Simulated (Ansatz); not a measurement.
**GeH4O: one molecule under many settings**

Aim: run GeH4O under a spread of inputs, and see what each costs and gives.

The runs use Ansatz 0.2.0, Gaussian basis; the settings change from run to run.

### 1 The molecule

An earlier PBE0-D4 in a triple-zeta def2 set relaxation fixed the geometry.

SMILES `[OH][GeH3]`, 6 atoms, charge 0, spin multiplicity 1.

Atoms are counted from 1 here; the program's logs count them from 0.

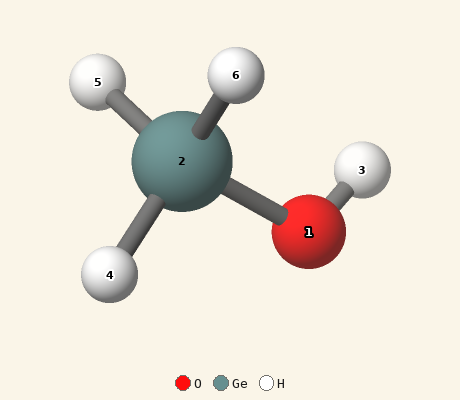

The geometry (oxygen red, germanium teal, hydrogen white); atoms are numbered from 1 in the order of the file.

### 2 LC-wPBE/6-31G*

Options: the search for lower states set to full.

File in.yaml:

```yaml
crystal:
  periodic: [false, false, false]
  atoms:
    - {symbol: O, position_ang: [0.457117, -1.231412, 0.427721]}
    - {symbol: Ge, position_ang: [-0.266599, 0.266621, -0.212929]}
    - {symbol: H, position_ang: [1.269782, -1.071718, 0.911622]}
    - {symbol: H, position_ang: [-1.530285, -0.203837, -0.937531]}
    - {symbol: H, position_ang: [0.716522, 0.952410, -1.181154]}
    - {symbol: H, position_ang: [-0.604437, 1.224036, 0.946171]}
basis:
  gaussian: {orbitals: "6-31G*"}
hamiltonian: {xc: {name: LC-wPBE}}
scf: {lower_state_search: full}
output: {forces: true}
```

The run is started by

```console
> ansatz run in.yaml --threads 4 --pin off --events-out ev --progress --plain --max-ram 10444MiB
```

What it wrote (excerpt; [...] marks lines left out):

```text
Functional definition: LC-wPBE
  name "LC-wPBE"
  cite "Vydrov & Scuseria, J. Chem. Phys. 125, 234109 (2006) doi:10.1063/1.2409292"
  cite "Heyd & Scuseria, J. Chem. Phys. 120, 7274 (2004) doi:10.1063/1.1668634"
  cite "Ernzerhof & Perdew, J. Chem. Phys. 109, 3313 (1998) doi:10.1063/1.476928"
  cite "Perdew, Burke & Ernzerhof, Phys. Rev. Lett. 77, 3865 (1996) doi:10.1103/PhysRevLett.77.3865"
  parent pbe
[...]
682 factors; their error is unknown
211 factors; integrals over basis functions are off by at most 1.1e-5 eV
[...]
mean field -58614.19322839 eV, -2154.0318710164 hartree, gradient 1.2e-5 eV, S^2 0.000000; 0 other end points of the search recorded, 0 dependent functions left out
[...]
reference -58614.19322840 eV, -2154.0318710166 hartree; 22, 22 occupied and 36, 36 virtual orbitals, 682 factors
Total energy: -58614.19322840 eV, -2154.0318710166 hartree
Atom 0 at     0.457117    -1.231412     0.427721 Å, force    -0.294507    -0.040119    -0.177676 eV/Å
Atom 1 at    -0.266599     0.266621    -0.212929 Å, force     0.081356    -0.097235     0.062938 eV/Å
Atom 2 at     1.269782    -1.071718     0.911622 Å, force     0.217473     0.107440     0.121255 eV/Å
Atom 3 at    -1.530285    -0.203837    -0.937531 Å, force     0.068006     0.054824     0.035225 eV/Å
Atom 4 at     0.716522     0.952410    -1.181154 Å, force    -0.069414    -0.005621     0.032659 eV/Å
Atom 5 at    -0.604437     1.224036     0.946171 Å, force    -0.002913    -0.019289    -0.074401 eV/Å
Dipole moment:     0.155080     0.308859     0.056745 e Å
```

It took 0.35 s on 4 threads of Intel Xeon 6975P-C, shared host.

Largest force 0.346 eV/Å, dipole 1.68 D.

### 3 B3LYP/6-31G

Options: unrestricted orbitals, coordinates scaled by 0.92, D4 dispersion, the search for lower states set to full.

File in.yaml:

```yaml
crystal:
  periodic: [false, false, false]
  atoms:
    - {symbol: O, position_ang: [0.420548, -1.132899, 0.393503]}
    - {symbol: Ge, position_ang: [-0.245271, 0.245291, -0.195895]}
    - {symbol: H, position_ang: [1.168200, -0.985981, 0.838692]}
    - {symbol: H, position_ang: [-1.407862, -0.187530, -0.862529]}
    - {symbol: H, position_ang: [0.659200, 0.876217, -1.086661]}
    - {symbol: H, position_ang: [-0.556082, 1.126113, 0.870478]}
basis:
  gaussian: {orbitals: 6-31G}
magnetization: {spin_polarized: true, initial_magnetization: 0}
hamiltonian: {xc: {name: B3LYP}, dispersion: d4}
scf: {lower_state_search: full}
```

The command is unchanged.

What it wrote (excerpt; [...] marks lines left out):

```text
Functional definition: B3LYP
  name "B3LYP"
  cite "Stephens, Devlin, Chabalowski & Frisch, J. Phys. Chem. 98, 11623 (1994) doi:10.1021/j100096a001"
  cite "Becke, Phys. Rev. A 38, 3098 (1988) doi:10.1103/PhysRevA.38.3098"
  cite "Lee, Yang & Parr, Phys. Rev. B 37, 785 (1988) doi:10.1103/PhysRevB.37.785"
  cite "Vosko, Wilk & Nusair, Can. J. Phys. 58, 1200 (1980) doi:10.1139/p80-159"
[...]
456 factors; integrals over basis functions are off by at most 5.3e-4 eV
[...]
mean field -58620.07616833 eV, -2154.2480650715 hartree, gradient 5.6e-5 eV, S^2 0.000000; 0 other end points of the search recorded, 0 dependent functions left out
reference -58620.07637644 eV, -2154.2480727194 hartree; 22, 22 occupied and 24, 24 virtual orbitals, 456 factors
Total energy: -58620.18754533 eV, -2154.2521581006 hartree
```

Run time: 0.35 s. Hardware: 4 threads of Intel Xeon 6975P-C, shared host.

⟨S²⟩ 0.000.

### 4 SPW92/cc-pVTZ-DK

Set apart from the defaults: a grid of angular degree 23, the search for lower states set to off.

File in.yaml:

```yaml
crystal:
  periodic: [false, false, false]
  atoms:
    - {symbol: O, position_ang: [0.457117, -1.231412, 0.427721]}
    - {symbol: Ge, position_ang: [-0.266599, 0.266621, -0.212929]}
    - {symbol: H, position_ang: [1.269782, -1.071718, 0.911622]}
    - {symbol: H, position_ang: [-1.530285, -0.203837, -0.937531]}
    - {symbol: H, position_ang: [0.716522, 0.952410, -1.181154]}
    - {symbol: H, position_ang: [-0.604437, 1.224036, 0.946171]}
basis:
  gaussian: {orbitals: cc-pVTZ-DK, final_grid: {core_spheres: 8, valence_spheres: 7, degree: 23}}
hamiltonian: {xc: {name: SPW92}}
scf: {lower_state_search: off}
output: {forces: true}
```

Same command.

What it wrote (excerpt; [...] marks lines left out):

```text
Functional definition: SPW92
  name "SPW92"
  cite "Dirac, Proc. Camb. Phil. Soc. 26, 376 (1930) doi:10.1017/S0305004100016108"
  cite "Slater, Phys. Rev. 81, 385 (1951) doi:10.1103/PhysRev.81.385"
  cite "Perdew & Wang, Phys. Rev. B 45, 13244 (1992) doi:10.1103/PhysRevB.45.13244"
[...]
780 factors; their error is unknown
[...]
mean field -59121.07659734 eV, -2172.6594912471 hartree, gradient 1.1e-6 eV, S^2 0.000000; 0 other end points of the search recorded, 0 dependent functions left out
[...]
reference -59121.07663559 eV, -2172.6594926529 hartree; 22, 22 occupied and 107, 107 virtual orbitals, 780 factors
Total energy: -59121.07663559 eV, -2172.6594926529 hartree
Relativity: scalar
Atom 0 at     0.457117    -1.231412     0.427721 Å, force    -0.677392     0.013877    -0.422177 eV/Å
Atom 1 at    -0.266599     0.266621    -0.212929 Å, force     0.112450    -0.077097     0.079623 eV/Å
Atom 2 at     1.269782    -1.071718     0.911622 Å, force     0.516301     0.155050     0.300608 eV/Å
Atom 3 at    -1.530285    -0.203837    -0.937531 Å, force     0.100096    -0.009941     0.063427 eV/Å
Atom 4 at     0.716522     0.952410    -1.181154 Å, force    -0.052367    -0.035466     0.032134 eV/Å
Atom 5 at    -0.604437     1.224036     0.946171 Å, force     0.000912    -0.046423    -0.053615 eV/Å
Dipole moment:     0.136830     0.249138     0.053054 e Å
Checks for a lower state left out: stability, starts, cluster_reference, orbital_swaps, neighbouring_geometries, increment
```

Wall time 0.3 s (4 threads of Intel Xeon 6975P-C, shared host).

Largest force 0.798 eV/Å, dipole 1.39 D.

### 5 PBE0/6-31G

Set apart from the defaults: finite nuclei.

in.yaml, as its differences from that of step 4:

```diff
@@ -10,5 +10,4 @@
 basis:
-  gaussian: {orbitals: cc-pVTZ-DK, final_grid: {core_spheres: 8, valence_spheres: 7, degree: 23}}
-hamiltonian: {xc: {name: SPW92}}
-scf: {lower_state_search: off}
+  gaussian: {orbitals: 6-31G, nuclear_model: gaussian}
+hamiltonian: {xc: {name: PBE0}}
 output: {forces: true}
```

The command is unchanged.

What it wrote (excerpt; [...] marks lines left out):

```text
Functional definition: PBE0
  name "PBE0"
  cite "Adamo & Barone, J. Chem. Phys. 110, 6158 (1999) doi:10.1063/1.478522"
  cite "Perdew, Burke & Ernzerhof, Phys. Rev. Lett. 77, 3865 (1996) doi:10.1103/PhysRevLett.77.3865"
  parent pbe
[...]
456 factors; integrals over basis functions are off by at most 4.1e-4 eV
[...]
mean field -58610.30659331 eV, -2153.8890398116 hartree, gradient 6.8e-5 eV, S^2 0.000000; 0 other end points of the search recorded, 0 dependent functions left out
[...]
reference -58610.30662058 eV, -2153.8890408137 hartree; 22, 22 occupied and 24, 24 virtual orbitals, 456 factors
Total energy: -58610.30662058 eV, -2153.8890408137 hartree
Atom 0 at     0.457117    -1.231412     0.427721 Å, force    -0.197311    -0.211947    -0.095414 eV/Å
Atom 1 at    -0.266599     0.266621    -0.212929 Å, force    -0.420211     0.234774    -0.290757 eV/Å
Atom 2 at     1.269782    -1.071718     0.911622 Å, force     0.644941    -0.288874     0.437207 eV/Å
Atom 3 at    -1.530285    -0.203837    -0.937531 Å, force    -0.016553     0.036146    -0.014891 eV/Å
Atom 4 at     0.716522     0.952410    -1.181154 Å, force     0.034681     0.106702    -0.082674 eV/Å
Atom 5 at    -0.604437     1.224036     0.946171 Å, force    -0.045547     0.123199     0.046529 eV/Å
Dipole moment:     0.166756     0.404655     0.051741 e Å
```

It took 0.3 s on 4 threads of Intel Xeon 6975P-C, shared host.

Largest force 0.831 eV/Å, dipole 2.12 D.

### 6 BHLYP/def2-mTZVPP

Options: atoms shaken by 0.03 Å, density fitting with cc-pVTZ-jkfit, finite nuclei, D3(BJ) dispersion, relativity set to scalar.

File in.yaml:

```yaml
crystal:
  periodic: [false, false, false]
  atoms:
    - {symbol: O, position_ang: [0.433002, -1.262879, 0.412363]}
    - {symbol: Ge, position_ang: [-0.210389, 0.233583, -0.220201]}
    - {symbol: H, position_ang: [1.292648, -1.093308, 0.946833]}
    - {symbol: H, position_ang: [-1.524363, -0.212203, -0.970172]}
    - {symbol: H, position_ang: [0.747208, 1.013166, -1.161892]}
    - {symbol: H, position_ang: [-0.618299, 1.202024, 0.917483]}
basis:
  gaussian: {orbitals: def2-mTZVPP, fitting: {mean_field: cc-pVTZ-jkfit}, nuclear_model: gaussian}
hamiltonian: {xc: {name: BHLYP}, dispersion: d3bj, pseudopotentials: {relativity: scalar}}
output: {forces: true}
```

The command is unchanged.

What it wrote (excerpt; [...] marks lines left out):

```text
Functional definition: BHLYP
  name "BHLYP"
  cite "Becke, J. Chem. Phys. 98, 1372 (1993) doi:10.1063/1.464304"
  cite "Becke, Phys. Rev. A 38, 3098 (1988) doi:10.1103/PhysRevA.38.3098"
  cite "Lee, Yang & Parr, Phys. Rev. B 37, 785 (1988) doi:10.1103/PhysRevB.37.785"
[...]
406 factors; integrals over basis functions are off by at most 1.3e-1 eV
[...]
mean field -59097.79357165 eV, -2171.8038558348 hartree, gradient 3.2e-5 eV, S^2 0.000000; 0 other end points of the search recorded, 0 dependent functions left out
[...]
reference -59097.79370972 eV, -2171.8038609090 hartree; 22, 22 occupied and 58, 58 virtual orbitals, 406 factors
Total energy: -59097.89538574 eV, -2171.8075974338 hartree
Relativity: scalar
Atom 0 at     0.433002    -1.262879     0.412363 Å, force     3.237175     0.146388     1.939027 eV/Å
Atom 1 at    -0.210389     0.233583    -0.220201 Å, force    -1.496412     1.106436    -0.775218 eV/Å
Atom 2 at     1.292648    -1.093308     0.946833 Å, force    -2.675069    -0.706807    -1.636310 eV/Å
Atom 3 at    -1.524363    -0.212203    -0.970172 Å, force     0.906625     0.264699     0.375627 eV/Å
Atom 4 at     0.747208     1.013166    -1.161892 Å, force    -0.184250    -0.477520     0.296930 eV/Å
Atom 5 at    -0.618299     1.202024     0.917483 Å, force     0.211932    -0.333197    -0.200055 eV/Å
Dipole moment:     0.202704     0.267258     0.064169 e Å
```

It took 0.25 s on 4 threads of Intel Xeon 6975P-C, shared host.

Largest force 3.776 eV/Å, dipole 1.64 D.

### 7 PBE0-DH/6-31G

Options: coordinates scaled by 0.92, a point charge of 0.50 e beside it.

File in.yaml:

```yaml
crystal:
  periodic: [false, false, false]
  atoms:
    - {symbol: O, position_ang: [0.420548, -1.132899, 0.393503]}
    - {symbol: Ge, position_ang: [-0.245271, 0.245291, -0.195895]}
    - {symbol: H, position_ang: [1.168200, -0.985981, 0.838692]}
    - {symbol: H, position_ang: [-1.407862, -0.187530, -0.862529]}
    - {symbol: H, position_ang: [0.659200, 0.876217, -1.086661]}
    - {symbol: H, position_ang: [-0.556082, 1.126113, 0.870478]}
basis:
  gaussian: {orbitals: 6-31G, point_charges: [{charge: 0.50, position_ang: [4.950, -0.207, 0.308]}]}
hamiltonian: {xc: {name: PBE0-DH}}
output: {forces: true}
```

Launched as before.

What it wrote (excerpt; [...] marks lines left out):

```text
Functional definition: PBE0-DH
  name "PBE0-DH"
  cite "Brémond & Adamo, J. Chem. Phys. 135, 024106 (2011) doi:10.1063/1.3604569"
  cite "Perdew, Burke & Ernzerhof, Phys. Rev. Lett. 77, 3865 (1996) doi:10.1103/PhysRevLett.77.3865"
[...]
456 factors; integrals over basis functions are off by at most 5.3e-4 eV
[...]
mean field -58604.57968487 eV, -2153.6785798083 hartree, gradient 7.2e-6 eV, S^2 0.000000; 0 other end points of the search recorded, 0 dependent functions left out
10 core orbitals not correlated: weight in the atoms' cores, before any rotation towards them, 1.000 or more for the frozen orbitals, at most 0.000 for the correlated occupied ones
reference -58604.57970253 eV, -2153.6785804571 hartree; 12, 12 occupied and 24, 24 virtual orbitals, 456 factors
second order -10.95109156 eV of doubles, -0.00000000 eV of singles
[...]
Total energy: -58605.94858897 eV, -2153.7288861061 hartree
Atom 0 at     0.420548    -1.132899     0.393503 Å, force    -1.606740    -4.857598    -0.563852 eV/Å
Atom 1 at    -0.245271     0.245291    -0.195895 Å, force    -2.325132     2.642464    -1.568545 eV/Å
Atom 2 at     1.168200    -0.985981     0.838692 Å, force     4.897892    -0.243720     3.237258 eV/Å
Atom 3 at    -1.407862    -0.187530    -0.862529 Å, force    -2.241534    -0.649311    -1.340933 eV/Å
Atom 4 at     0.659200     0.876217    -1.086661 Å, force     1.793535     1.324043    -1.749180 eV/Å
Atom 5 at    -0.556082     1.126113     0.870478 Å, force    -0.566395     1.794000     2.007564 eV/Å
Dipole moment:     0.128455     0.391993     0.060069 e Å
```

It took 0.5 s on 4 threads of Intel Xeon 6975P-C, shared host.

Largest force 5.876 eV/Å, dipole 2.00 D.

### 8 HSE06/def2-TZVPD

This run has unrestricted orbitals, D3(BJ) with three-body dispersion, the search for lower states set to full.

File in.yaml:

```yaml
crystal:
  periodic: [false, false, false]
  atoms:
    - {symbol: O, position_ang: [0.457117, -1.231412, 0.427721]}
    - {symbol: Ge, position_ang: [-0.266599, 0.266621, -0.212929]}
    - {symbol: H, position_ang: [1.269782, -1.071718, 0.911622]}
    - {symbol: H, position_ang: [-1.530285, -0.203837, -0.937531]}
    - {symbol: H, position_ang: [0.716522, 0.952410, -1.181154]}
    - {symbol: H, position_ang: [-0.604437, 1.224036, 0.946171]}
basis:
  gaussian: {orbitals: def2-TZVPD}
magnetization: {spin_polarized: true, initial_magnetization: 0}
hamiltonian: {xc: {name: HSE06}, dispersion: d3bjatm}
scf: {lower_state_search: full}
output: {forces: true}
```

Launched as before.

What it wrote (excerpt; [...] marks lines left out):

```text
Functional definition: HSE06
  name "HSE06"
  cite "Heyd, Scuseria & Ernzerhof, J. Chem. Phys. 118, 8207 (2003) doi:10.1063/1.1564060"
  cite "Krukau, Vydrov, Izmaylov & Scuseria, J. Chem. Phys. 125, 224106 (2006) doi:10.1063/1.2404663"
  cite "Heyd & Scuseria, J. Chem. Phys. 120, 7274 (2004) doi:10.1063/1.1668634"
  cite "Ernzerhof & Perdew, J. Chem. Phys. 109, 3313 (1998) doi:10.1063/1.476928"
  cite "Perdew, Burke & Ernzerhof, Phys. Rev. Lett. 77, 3865 (1996) doi:10.1103/PhysRevLett.77.3865"
  parent pbe
[...]
  # The whole range is PBE's own exchange, as in plane waves. The composition of these papers is wPBEh.
[...]
814 factors; their error is unknown
109 factors; integrals over basis functions are off by at most 9.0e-7 eV
[...]
mean field -58622.15411959 eV, -2154.3244283719 hartree, gradient 1.6e-5 eV, S^2 0.000000; 0 other end points of the search recorded, 0 dependent functions left out
[...]
reference -58622.15416276 eV, -2154.3244299583 hartree; 22, 22 occupied and 108, 108 virtual orbitals, 814 factors
Total energy: -58622.19876536 eV, -2154.3260690734 hartree
Atom 0 at     0.457117    -1.231412     0.427721 Å, force     0.008729    -0.031814     0.009469 eV/Å
Atom 1 at    -0.266599     0.266621    -0.212929 Å, force    -0.034308     0.059815    -0.028954 eV/Å
Atom 2 at     1.269782    -1.071718     0.911622 Å, force     0.026602    -0.015371     0.018500 eV/Å
Atom 3 at    -1.530285    -0.203837    -0.937531 Å, force    -0.006313    -0.005893    -0.003164 eV/Å
Atom 4 at     0.716522     0.952410    -1.181154 Å, force     0.007379    -0.004340    -0.005570 eV/Å
Atom 5 at    -0.604437     1.224036     0.946171 Å, force    -0.002089    -0.002396     0.009718 eV/Å
Dipole moment:     0.124837     0.274380     0.042387 e Å
```

Run time: 1.1 s. Hardware: 4 threads of Intel Xeon 6975P-C, shared host; peak memory 0.32 GiB.

Largest force 0.075 eV/Å, dipole 1.46 D, ⟨S²⟩ 0.000.

### 9 wB97X/ANO-RCC-VTZP

Set apart from the defaults: high accuracy, the search for lower states set to light.

in.yaml, as its differences from that of step 8:

```diff
@@ -10,6 +10,5 @@
 basis:
-  gaussian: {orbitals: def2-TZVPD}
-magnetization: {spin_polarized: true, initial_magnetization: 0}
-hamiltonian: {xc: {name: HSE06}, dispersion: d3bjatm}
-scf: {lower_state_search: full}
-output: {forces: true}
+  gaussian: {orbitals: ANO-RCC-VTZP}
+hamiltonian: {xc: {name: wB97X}}
+accuracy: high
+scf: {lower_state_search: light}
```

Launched as before.

What it wrote (excerpt; [...] marks lines left out):

```text
Functional definition: wB97X
  name "wB97X"
  cite "Chai & Head-Gordon, J. Chem. Phys. 128, 084106 (2008) doi:10.1063/1.2834918"
  cite "Becke, J. Chem. Phys. 107, 8554 (1997) doi:10.1063/1.475007"
[...]
  # The coefficients of nought are those of the uniform gas.
[...]
      + exact_x_lr(omega)
[...]
      + integral(e_c_pw_opposite_spin*poly(b97_u_opposite, 1, cos1, cos2, cos3, cos4))
2451 factors; integrals over basis functions are off by at most 3.9e-9 eV
425 factors; integrals over basis functions are off by at most 1.8e-9 eV
[...]
mean field -59228.25919301 eV, -2176.5983789871 hartree, gradient 4.3e-8 eV, S^2 0.000000; 0 other end points of the search recorded, 0 dependent functions left out
reference -59228.25918689 eV, -2176.5983787621 hartree; 22, 22 occupied and 107, 107 virtual orbitals, 2451 factors
Total energy: -59228.25918689 eV, -2176.5983787621 hartree
Relativity: scalar
```

It took 18 s on 4 threads of Intel Xeon 6975P-C, shared host; peak memory 0.76 GiB.

### 10 RPA/def2-mTZVPP

Set apart from the defaults: atoms shaken by 0.08 Å, the search for lower states set to light.

File in.yaml:

```yaml
crystal:
  periodic: [false, false, false]
  atoms:
    - {symbol: O, position_ang: [0.369309, -1.302859, 0.411351]}
    - {symbol: Ge, position_ang: [-0.298320, 0.248305, -0.243785]}
    - {symbol: H, position_ang: [1.273050, -1.115184, 0.811220]}
    - {symbol: H, position_ang: [-1.572828, -0.102602, -0.876431]}
    - {symbol: H, position_ang: [0.787498, 0.901678, -1.338475]}
    - {symbol: H, position_ang: [-0.637734, 1.260108, 0.967241]}
basis:
  gaussian: {orbitals: def2-mTZVPP}
hamiltonian: {xc: {name: PBE}}
correlation: {method: rpa}
scf: {lower_state_search: light}
```

The command is unchanged.

What it wrote (excerpt; [...] marks lines left out):

```text
Functional definition: PBE
  name "PBE"
  cite "Perdew, Burke & Ernzerhof, Phys. Rev. Lett. 77, 3865 (1996) doi:10.1103/PhysRevLett.77.3865"
  parent pbe
[...]
747 factors; integrals over basis functions are off by at most 1.1e-3 eV
[...]
mean field -58620.22413764 eV, -2154.2535028431 hartree, gradient 4.8e-6 eV, S^2 0.000000; 0 other end points of the search recorded, 0 dependent functions left out
10 core orbitals not correlated: weight in the atoms' cores, before any rotation towards them, 1.000 or more for the frozen orbitals, at most 0.000 for the correlated occupied ones
reference -58573.57046269 eV, -2152.5390119120 hartree; 12, 12 occupied and 58, 58 virtual orbitals, 747 factors
Total energy: -58592.66323020 eV, -2153.2406581762 hartree
```

Run time: 0.4 s. Hardware: 4 threads of Intel Xeon 6975P-C, shared host.

### 11 The runs in one table

```csv
level,charge,multiplicity,geometry,functions,energy (eV),time
LC-wPBE/6-31G*,0,1,relaxed,58,-58614.193,0.35 s
B3LYP/6-31G,0,1,scaled,46,-58620.188,0.35 s
SPW92/cc-pVTZ-DK,0,1,relaxed,129,-59121.077,0.3 s
PBE0/6-31G,0,1,relaxed,46,-58610.307,0.3 s
BHLYP/def2-mTZVPP,0,1,shaken,80,-59097.895,0.25 s
PBE0-DH/6-31G,0,1,"scaled, point charge",46,-58605.949,0.5 s
HSE06/def2-TZVPD,0,1,relaxed,130,-58622.199,1.1 s
wB97X/ANO-RCC-VTZP,0,1,relaxed,129,-59228.259,18 s
RPA/def2-mTZVPP,0,1,shaken,80,-58592.663,0.4 s
```

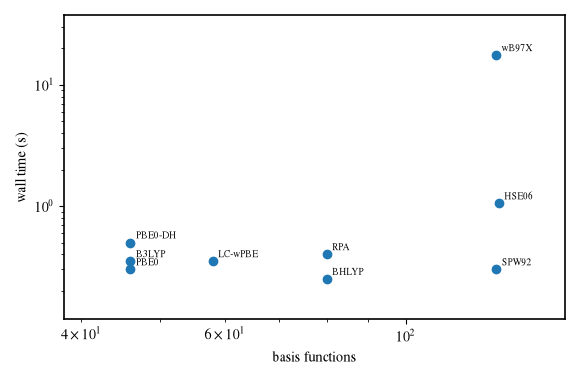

Wall time against the number of basis functions (shared host).

### 12 Outcome

| quantity | value |
| --- | --- |
| runs | 9 |
| quickest | BHLYP/def2-mTZVPP, 0.25 s |
| slowest | wB97X/ANO-RCC-VTZP, 18 s |
| spread of total energies, same state and geometry | 618.0 eV |
| dipole, same state and geometry | 1.39 to 2.12 D |

What this shows: Run time spans a factor of 70, from BHLYP/def2-mTZVPP to wB97X/ANO-RCC-VTZP. The jobs differ in tasks and options as well as level. The totals spread over 618 eV; they can't be compared across methods or bases. Some of these runs are scalar-relativistic and others not, which shifts the totals of all-electron atoms past neon by eV; core potentials, where a basis has them, take the core out of the total altogether. At the PBE0-D4/def2-TZVP geometry and in the same state, runs without warnings or point charges leave forces up to 0.83 eV/Å (PBE0/6-31G), against 3.8 eV/Å where the atoms were moved. At that geometry and state the dipole changes by 52 % between the lowest and highest value.
